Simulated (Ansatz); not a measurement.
**C₂H₃FSi: a spread of methods and bases**

How do the results and run time of C₂H₃FSi respond when the settings are drawn wide?

Computed with Ansatz 0.2.0, Gaussian basis. Level: the settings change from run to run.

## Step 1: The geometry

The geometry comes from an earlier relaxation with PBE0-D4 in a triple-zeta def2 set; it is a stationary point, not always the lowest conformer.

7 atoms, charge 0, spin multiplicity 1.

Atoms are counted from 1 here; the program's logs count them from 0.

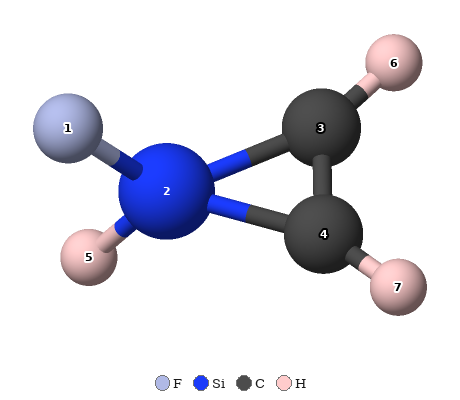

The geometry (fluorine light blue, silicon blue, carbon dark grey, hydrogen pink); atoms are numbered from 1 in the order of the file.

## Step 2: LC-wPBE/aug-cc-pVDZ

Options: charge +1, multiplicity 2.

Input file in.yaml:

```yaml
crystal:
  periodic: [false, false, false]
  atoms:
    - {symbol: F, position_ang: [-1.834760, -1.249659, 0.027483]}
    - {symbol: Si, position_ang: [-0.739719, -0.201894, -0.470201]}
    - {symbol: C, position_ang: [0.317130, 0.677847, 0.660762]}
    - {symbol: C, position_ang: [0.969318, -0.309471, 0.017207]}
    - {symbol: H, position_ang: [-1.235951, 0.309836, -1.758114]}
    - {symbol: H, position_ang: [0.602623, 1.397176, 1.419423]}
    - {symbol: H, position_ang: [1.982559, -0.691836, 0.057740]}
basis:
  gaussian: {orbitals: aug-cc-pVDZ}
total_charge: 1
magnetization: {spin_polarized: true, initial_magnetization: 1}
hamiltonian: {xc: {name: LC-wPBE}}
```

Launch:

```bash
$ ansatz run in.yaml --threads 2 --pin off --events-out ev --progress --plain --max-ram 4352MiB
```

The log of the run:

```text
Functional definition: LC-wPBE
  name "LC-wPBE"
  cite "Vydrov & Scuseria, J. Chem. Phys. 125, 234109 (2006) doi:10.1063/1.2409292"
  cite "Heyd & Scuseria, J. Chem. Phys. 120, 7274 (2004) doi:10.1063/1.1668634"
  cite "Ernzerhof & Perdew, J. Chem. Phys. 109, 3313 (1998) doi:10.1063/1.476928"
  cite "Perdew, Burke & Ernzerhof, Phys. Rev. Lett. 77, 3865 (1996) doi:10.1103/PhysRevLett.77.3865"
  parent pbe
  parameter omega = 0.4/bohr
  exchange = pbe_x_sr(omega) + exact_x_lr(omega)
  correlation = pbe_c
1159 factors; their error is unknown
608 factors; integrals over basis functions are off by at most 5.5e-6 eV
mean field evaluation 1: about -12693.3289 eV, gradient 4.7e1 eV
mean field evaluation 2: about -12692.0718 eV, gradient 5.6e1 eV
mean field evaluation 4: about -12701.3265 eV, gradient 1.2e0 eV
mean field evaluation 8: about -12701.3428 eV, gradient 3.6e-2 eV
mean field evaluation 16: about -12701.2878 eV, gradient 2.0e-4 eV
mean field evaluation 32: about -12701.2699 eV, gradient 1.0e0 eV
mean field -12701.28783406 eV, -466.7637186595 hartree, gradient 3.5e-5 eV, S^2 0.754793; 4 other end points of the search recorded, 0 dependent functions left out
reference -12701.28783407 eV, -466.7637186599 hartree; 19, 18 occupied and 104, 105 virtual orbitals, 1159 factors
Total energy: -12701.28783407 eV, -466.7637186599 hartree
```

Run time: 5.5 s. Hardware: 2 threads of Intel Xeon 6975P-C, shared host; peak memory 0.41 GiB.

⟨S²⟩ 0.755.

## Step 3: revPBE0/pcseg-2

This run has a grid of angular degree 47.

in.yaml: that of step 2 with these lines changed.

```diff
@@ -11,5 +11,4 @@
 basis:
-  gaussian: {orbitals: aug-cc-pVDZ}
-total_charge: 1
-magnetization: {spin_polarized: true, initial_magnetization: 1}
-hamiltonian: {xc: {name: LC-wPBE}}
+  gaussian: {orbitals: pcseg-2, final_grid: {core_spheres: 20, valence_spheres: 16, degree: 47}}
+hamiltonian: {xc: {name: revPBE0}}
+output: {forces: true}
```

Launched as before.

The log of the run, shortened:

```text
Functional definition: revPBE0
  name "revPBE0"
  cite "Zhang & Yang, Phys. Rev. Lett. 80, 890 (1998) doi:10.1103/PhysRevLett.80.890"
  cite "Adamo & Barone, J. Chem. Phys. 110, 6158 (1999) doi:10.1063/1.478522"
  cite "Perdew, Burke & Ernzerhof, Phys. Rev. Lett. 77, 3865 (1996) doi:10.1103/PhysRevLett.77.3865"
[...]
926 factors; their error is unknown
[...]
mean field -12715.58718361 eV, -467.2892100632 hartree, gradient 5.7e-5 eV, S^2 0.000000; 0 other end points of the search recorded, 0 dependent functions left out
[...]
reference -12715.58722496 eV, -467.2892115828 hartree; 19, 19 occupied and 147, 147 virtual orbitals, 926 factors
Total energy: -12715.58722496 eV, -467.2892115828 hartree
Atom 0 at    -1.834760    -1.249659     0.027483 Å, force    -0.070103    -0.070434     0.037020 eV/Å
Atom 1 at    -0.739719    -0.201894    -0.470201 Å, force    -0.066244     0.021799    -0.100490 eV/Å
Atom 2 at     0.317130     0.677847     0.660762 Å, force    -0.012182     0.150822     0.129734 eV/Å
Atom 3 at     0.969318    -0.309471     0.017207 Å, force     0.160603    -0.110676    -0.040875 eV/Å
Atom 4 at    -1.235951     0.309836    -1.758114 Å, force    -0.000616     0.010227    -0.016366 eV/Å
Atom 5 at     0.602623     1.397176     1.419423 Å, force    -0.002862    -0.005226    -0.007380 eV/Å
Atom 6 at     1.982559    -0.691836     0.057740 Å, force    -0.008597     0.003488    -0.001642 eV/Å
Dipole moment:     0.258747     0.193577    -0.034762 e Å
```

It took 2.2 s on 2 threads of Intel Xeon 6975P-C, shared host; peak memory 0.33 GiB.

Largest force 0.199 eV/Å, dipole 1.56 D.

## Step 4: B97/def2-TZVP

This run has coordinates scaled by 0.96.

Input file in.yaml:

```yaml
crystal:
  periodic: [false, false, false]
  atoms:
    - {symbol: F, position_ang: [-1.761370, -1.199673, 0.026383]}
    - {symbol: Si, position_ang: [-0.710131, -0.193818, -0.451393]}
    - {symbol: C, position_ang: [0.304445, 0.650733, 0.634332]}
    - {symbol: C, position_ang: [0.930546, -0.297092, 0.016518]}
    - {symbol: H, position_ang: [-1.186513, 0.297443, -1.687789]}
    - {symbol: H, position_ang: [0.578518, 1.341289, 1.362646]}
    - {symbol: H, position_ang: [1.903257, -0.664163, 0.055430]}
basis:
  gaussian: {orbitals: def2-TZVP}
hamiltonian: {xc: {name: B97}}
output: {forces: true}
```

Launched as before.

The log of the run, shortened:

```text
Functional definition: B97
  name "B97"
  cite "Becke, J. Chem. Phys. 107, 8554 (1997) doi:10.1063/1.475007"
[...]
      + integral(e_c_pw_opposite_spin*poly(b97_u_opposite, cos0, cos1, cos2))
909 factors; their error is unknown
[...]
mean field -12716.17844871 eV, -467.3109386548 hartree, gradient 3.7e-5 eV, S^2 0.000000; 0 other end points of the search recorded, 0 dependent functions left out
[...]
reference -12716.17847156 eV, -467.3109394944 hartree; 19, 19 occupied and 129, 129 virtual orbitals, 909 factors
Total energy: -12716.17847156 eV, -467.3109394944 hartree
Atom 0 at    -1.761370    -1.199673     0.026383 Å, force    -2.082997    -1.977629     0.923023 eV/Å
Atom 1 at    -0.710131    -0.193818    -0.451393 Å, force    -0.803522     0.545649    -1.651340 eV/Å
Atom 2 at     0.304445     0.650733     0.634332 Å, force    -0.905187     2.441464     1.747715 eV/Å
Atom 3 at     0.930546    -0.297092     0.016518 Å, force     2.060843    -2.048631    -1.179171 eV/Å
Atom 4 at    -1.186513     0.297443    -1.687789 Å, force    -0.401691     0.480519    -1.144281 eV/Å
Atom 5 at     0.578518     1.341289     1.362646 Å, force     0.488006     1.154706     1.222613 eV/Å
Atom 6 at     1.903257    -0.664163     0.055430 Å, force     1.644548    -0.596078     0.081441 eV/Å
Dipole moment:     0.227813     0.150042     0.000681 e Å
```

It took 2.8 s on 2 threads of Intel Xeon 6975P-C, shared host; peak memory 0.32 GiB.

Largest force 3.136 eV/Å, dipole 1.31 D.

## Step 5: r2SCANh/def2-SVPD

This run has a point charge of 1.00 e beside it, D4 dispersion, relativity set to none.

Input file in.yaml:

```yaml
crystal:
  periodic: [false, false, false]
  atoms:
    - {symbol: F, position_ang: [-1.834760, -1.249659, 0.027483]}
    - {symbol: Si, position_ang: [-0.739719, -0.201894, -0.470201]}
    - {symbol: C, position_ang: [0.317130, 0.677847, 0.660762]}
    - {symbol: C, position_ang: [0.969318, -0.309471, 0.017207]}
    - {symbol: H, position_ang: [-1.235951, 0.309836, -1.758114]}
    - {symbol: H, position_ang: [0.602623, 1.397176, 1.419423]}
    - {symbol: H, position_ang: [1.982559, -0.691836, 0.057740]}
basis:
  gaussian: {orbitals: def2-SVPD, point_charges: [{charge: 1.00, position_ang: [6.870, 0.641, -0.918]}]}
hamiltonian: {xc: {name: r2SCANh}, dispersion: d4, pseudopotentials: {relativity: none}}
```

Launched as before.

The log of the run, shortened:

```text
Functional definition: r2SCANh
  name "r2SCANh"
  cite "Bursch, Neugebauer, Ehlert & Grimme, J. Chem. Phys. 156, 134105 (2022) doi:10.1063/5.0086040"
  cite "Furness, Kaplan, Ning, Perdew & Sun, J. Phys. Chem. Lett. 11, 8208 (2020) doi:10.1021/acs.jpclett.0c02405"
  cite "Furness, Kaplan, Ning, Perdew & Sun, J. Phys. Chem. Lett. 11, 9248 (2020) doi:10.1021/acs.jpclett.0c03077"
  parent r2scan
[...]
943 factors; their error is unknown
[...]
mean field -12707.43085147 eV, -466.9894703855 hartree, gradient 1.5e-5 eV, S^2 0.000000; 0 other end points of the search recorded, 0 dependent functions left out
reference -12707.43086281 eV, -466.9894708023 hartree; 19, 19 occupied and 92, 92 virtual orbitals, 943 factors
Total energy: -12707.46149546 eV, -466.9905965315 hartree
```

Wall time 1.3 s (2 threads of Intel Xeon 6975P-C, shared host).

## Step 6: wB97X/def2-mTZVPP

in.yaml: that of step 5 with these lines changed.

```diff
@@ -11,3 +11,4 @@
 basis:
-  gaussian: {orbitals: def2-SVPD, point_charges: [{charge: 1.00, position_ang: [6.870, 0.641, -0.918]}]}
-hamiltonian: {xc: {name: r2SCANh}, dispersion: d4, pseudopotentials: {relativity: none}}
+  gaussian: {orbitals: def2-mTZVPP}
+hamiltonian: {xc: {name: wB97X}}
+output: {forces: true}
```

Same command.

The log of the run, shortened:

```text
Functional definition: wB97X
  name "wB97X"
  cite "Chai & Head-Gordon, J. Chem. Phys. 128, 084106 (2008) doi:10.1063/1.2834918"
  cite "Becke, J. Chem. Phys. 107, 8554 (1997) doi:10.1063/1.475007"
[...]
  # The coefficients of nought are those of the uniform gas.
[...]
      + exact_x_lr(omega)
[...]
      + integral(e_c_pw_opposite_spin*poly(b97_u_opposite, 1, cos1, cos2, cos3, cos4))
957 factors; integrals over basis functions are off by at most 7.4e-4 eV
265 factors; integrals over basis functions are off by at most 5.5e-6 eV
[...]
mean field -12717.62773676 eV, -467.3641990083 hartree, gradient 3.2e-5 eV, S^2 0.000000; 0 other end points of the search recorded, 0 dependent functions left out
[...]
reference -12717.62770899 eV, -467.3641979878 hartree; 19, 19 occupied and 85, 85 virtual orbitals, 957 factors
Total energy: -12717.62770899 eV, -467.3641979878 hartree
Atom 0 at    -1.834760    -1.249659     0.027483 Å, force    -0.249184    -0.235890     0.109369 eV/Å
Atom 1 at    -0.739719    -0.201894    -0.470201 Å, force     0.240472     0.277954    -0.182632 eV/Å
Atom 2 at     0.317130     0.677847     0.660762 Å, force     0.041840    -0.042166    -0.019256 eV/Å
Atom 3 at     0.969318    -0.309471     0.017207 Å, force    -0.016627     0.046418     0.038319 eV/Å
Atom 4 at    -1.235951     0.309836    -1.758114 Å, force     0.030616    -0.035696     0.085732 eV/Å
Atom 5 at     0.602623     1.397176     1.419423 Å, force    -0.008420    -0.028245    -0.030745 eV/Å
Atom 6 at     1.982559    -0.691836     0.057740 Å, force    -0.038698     0.017624    -0.000786 eV/Å
Dipole moment:     0.255999     0.193391    -0.037262 e Å
```

Wall time 2.5 s (2 threads of Intel Xeon 6975P-C, shared host); peak memory 0.25 GiB.

Largest force 0.410 eV/Å, dipole 1.55 D.

## Step 7: B2PLYP/ANO-RCC-VTZP

in.yaml: that of step 6 with these lines changed.

```diff
@@ -11,4 +11,3 @@
 basis:
-  gaussian: {orbitals: def2-mTZVPP}
-hamiltonian: {xc: {name: wB97X}}
-output: {forces: true}
+  gaussian: {orbitals: ANO-RCC-VTZP}
+hamiltonian: {xc: {name: B2PLYP}}
```

Same command.

The log of the run, shortened:

```text
Functional definition: B2PLYP
  name "B2PLYP"
  cite "Grimme, J. Chem. Phys. 124, 034108 (2006) doi:10.1063/1.2148954"
  cite "Becke, Phys. Rev. A 38, 3098 (1988) doi:10.1103/PhysRevA.38.3098"
  cite "Lee, Yang & Parr, Phys. Rev. B 37, 785 (1988) doi:10.1103/PhysRevB.37.785"
[...]
983 factors; integrals over basis functions are off by at most 1.0e-3 eV
[...]
mean field -12726.72159119 eV, -467.6983919944 hartree, gradient 4.2e-6 eV, S^2 0.000000; 0 other end points of the search recorded, 0 dependent functions left out
8 core orbitals not correlated: weight in the atoms' cores, before any rotation towards them, 1.000 or more for the frozen orbitals, at most 0.000 for the correlated occupied ones
reference -12726.72176789 eV, -467.6983984883 hartree; 11, 11 occupied and 147, 147 virtual orbitals, 983 factors
second order -22.39973145 eV of doubles, -0.00000000 eV of singles
Total energy: -12732.76969539 eV, -467.9206557242 hartree
Relativity: scalar
```

It took 5.5 s on 2 threads of Intel Xeon 6975P-C, shared host; peak memory 0.36 GiB.

## Step 8: HF/aug-cc-pVDZ

in.yaml: that of step 7 with these lines changed.

```diff
@@ -11,3 +11,3 @@
 basis:
-  gaussian: {orbitals: ANO-RCC-VTZP}
-hamiltonian: {xc: {name: B2PLYP}}
+  gaussian: {orbitals: aug-cc-pVDZ}
+hamiltonian: {xc: {name: HF}}
```

The command is unchanged.

The log of the run:

```text
Functional definition: HF
  name "HF"
  cite "Fock, Z. Phys. 61, 126 (1930) doi:10.1007/BF01340294"
  parent pbe
  exchange = exact_x
  correlation = 0
1390 factors; their error is unknown
mean field evaluation 1: about -12673.0029 eV, gradient 3.6e1 eV
mean field evaluation 2: about -12675.4730 eV, gradient 1.8e1 eV
mean field evaluation 4: about -12676.1539 eV, gradient 8.5e-1 eV
mean field evaluation 8: about -12676.5961 eV, gradient 3.8e-1 eV
mean field -12676.59633179 eV, -465.8563226875 hartree, gradient 2.6e-5 eV, S^2 0.000000; 0 other end points of the search recorded, 0 dependent functions left out
reference -12676.59633179 eV, -465.8563226875 hartree; 19, 19 occupied and 104, 104 virtual orbitals, 1390 factors
Total energy: -12676.59633179 eV, -465.8563226875 hartree
```

Wall time 0.4 s (2 threads of Intel Xeon 6975P-C, shared host).

## Step 9: PBE/pcseg-2

Set apart from the defaults: finite nuclei, a point charge of -1.00 e beside it, D3(BJ) with three-body dispersion, the search for lower states set to light.

in.yaml: that of step 8 with these lines changed.

```diff
@@ -11,3 +11,5 @@
 basis:
-  gaussian: {orbitals: aug-cc-pVDZ}
-hamiltonian: {xc: {name: HF}}
+  gaussian: {orbitals: pcseg-2, nuclear_model: gaussian, point_charges: [{charge: -1.00, position_ang: [6.613, 0.982, -0.268]}]}
+hamiltonian: {xc: {name: PBE}, dispersion: d3bjatm}
+scf: {lower_state_search: light}
+output: {forces: true}
```

Launched as before.

The log of the run, shortened:

```text
Functional definition: PBE
  name "PBE"
  cite "Perdew, Burke & Ernzerhof, Phys. Rev. Lett. 77, 3865 (1996) doi:10.1103/PhysRevLett.77.3865"
  parent pbe
[...]
889 factors; their error is unknown
[...]
mean field -12710.13696537 eV, -467.0889182370 hartree, gradient 2.5e-5 eV, S^2 0.000000; 0 other end points of the search recorded, 0 dependent functions left out
[...]
reference -12710.13701041 eV, -467.0889198924 hartree; 19, 19 occupied and 147, 147 virtual orbitals, 889 factors
Total energy: -12710.26258129 eV, -467.0935345369 hartree
Atom 0 at    -1.834760    -1.249659     0.027483 Å, force    -0.609030    -0.540107     0.239384 eV/Å
Atom 1 at    -0.739719    -0.201894    -0.470201 Å, force     0.312910     0.364556    -0.303430 eV/Å
Atom 2 at     0.317130     0.677847     0.660762 Å, force    -0.176185     0.294405     0.226380 eV/Å
Atom 3 at     0.969318    -0.309471     0.017207 Å, force     0.282401    -0.286802    -0.101849 eV/Å
Atom 4 at    -1.235951     0.309836    -1.758114 Å, force    -0.100212     0.063266    -0.180740 eV/Å
Atom 5 at     0.602623     1.397176     1.419423 Å, force     0.092256     0.158822     0.143031 eV/Å
Atom 6 at     1.982559    -0.691836     0.057740 Å, force     0.238296    -0.040647    -0.030026 eV/Å
Dipole moment:     0.423606     0.193411    -0.007858 e Å
```

It took 1.1 s on 2 threads of Intel Xeon 6975P-C, shared host.

Largest force 0.848 eV/Å, dipole 2.24 D.

## Step 10: BHLYP/pcseg-2

This run has unrestricted orbitals, D3(BJ) dispersion.

in.yaml: that of step 9 with these lines changed.

```diff
@@ -11,5 +11,4 @@
 basis:
-  gaussian: {orbitals: pcseg-2, nuclear_model: gaussian, point_charges: [{charge: -1.00, position_ang: [6.613, 0.982, -0.268]}]}
-hamiltonian: {xc: {name: PBE}, dispersion: d3bjatm}
-scf: {lower_state_search: light}
-output: {forces: true}
+  gaussian: {orbitals: pcseg-2}
+magnetization: {spin_polarized: true, initial_magnetization: 0}
+hamiltonian: {xc: {name: BHLYP}, dispersion: d3bj}
```

Launched as before.

The log of the run:

```text
Functional definition: BHLYP
  name "BHLYP"
  cite "Becke, J. Chem. Phys. 98, 1372 (1993) doi:10.1063/1.464304"
  cite "Becke, Phys. Rev. A 38, 3098 (1988) doi:10.1103/PhysRevA.38.3098"
  cite "Lee, Yang & Parr, Phys. Rev. B 37, 785 (1988) doi:10.1103/PhysRevB.37.785"
  parameter a = 0.5
  exchange = (1 - a)*b88_x + a*exact_x
  correlation = lyp_c
1000 factors; their error is unknown
mean field evaluation 1: about -12711.4827 eV, gradient 3.6e1 eV
mean field evaluation 2: about -12711.5992 eV, gradient 3.5e1 eV
mean field evaluation 4: about -12716.9832 eV, gradient 8.8e-1 eV
mean field evaluation 8: about -12717.0945 eV, gradient 2.3e-1 eV
mean field evaluation 16: about -12717.0947 eV, gradient 2.1e-5 eV
mean field -12717.09468629 eV, -467.3446097649 hartree, gradient 2.1e-5 eV, S^2 0.000000; 0 other end points of the search recorded, 0 dependent functions left out
reference -12717.09485807 eV, -467.3446160777 hartree; 19, 19 occupied and 147, 147 virtual orbitals, 1000 factors
Total energy: -12717.28140483 eV, -467.3514715445 hartree
```

It took 2.4 s on 2 threads of Intel Xeon 6975P-C, shared host; peak memory 0.4 GiB.

⟨S²⟩ 0.000.

## Step 11: The runs in one table

| level | charge | multiplicity | geometry | functions | energy (eV) | time |
| --- | --- | --- | --- | --- | --- | --- |
| LC-wPBE/aug-cc-pVDZ | 1 | 2 | relaxed | 123 | -12701.288 | 5.5 s |
| revPBE0/pcseg-2 | 0 | 1 | relaxed | 166 | -12715.587 | 2.2 s |
| B97/def2-TZVP | 0 | 1 | scaled | 148 | -12716.178 | 2.8 s |
| r2SCANh/def2-SVPD | 0 | 1 | relaxed, point charge | 111 | -12707.461 | 1.3 s |
| wB97X/def2-mTZVPP | 0 | 1 | relaxed | 104 | -12717.628 | 2.5 s |
| B2PLYP/ANO-RCC-VTZP | 0 | 1 | relaxed | 166 | -12732.770 | 5.5 s |
| HF/aug-cc-pVDZ | 0 | 1 | relaxed | 123 | -12676.596 | 0.4 s |
| PBE/pcseg-2 | 0 | 1 | relaxed, point charge | 166 | -12710.263 | 1.1 s |
| BHLYP/pcseg-2 | 0 | 1 | relaxed | 166 | -12717.281 | 2.4 s |

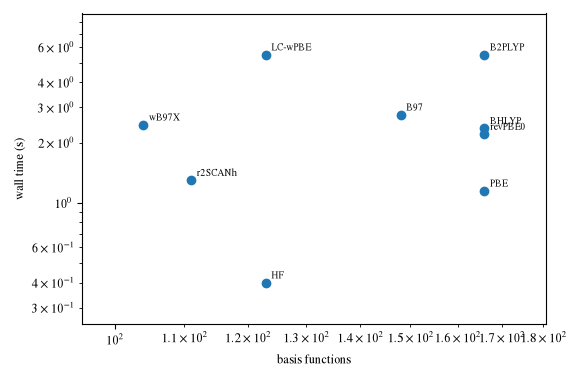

Wall time against the number of basis functions (shared host).

## Step 12: Results

| quantity | value |
| --- | --- |
| runs | 9 |
| quickest | HF/aug-cc-pVDZ, 0.4 s |
| slowest | LC-wPBE/aug-cc-pVDZ, 5.5 s |
| spread of total energies, same state and geometry | 56.2 eV |
| dipole, same state and geometry | 1.55 to 1.56 D |

What this shows: LC-wPBE/aug-cc-pVDZ took 14 times as long as HF/aug-cc-pVDZ. The jobs differ in tasks and options as well as level. Total energies at one charge and spin differ by 56 eV between levels, so only differences within one level mean anything. Some of these runs are scalar-relativistic and others not, which shifts the totals of all-electron atoms past neon by eV; core potentials, where a basis has them, take the core out of the total altogether. At the PBE0-D4/def2-TZVP geometry and in the same state, runs without warnings or point charges leave forces up to 0.41 eV/Å (wB97X/def2-mTZVPP), against 3.1 eV/Å where the atoms were moved.
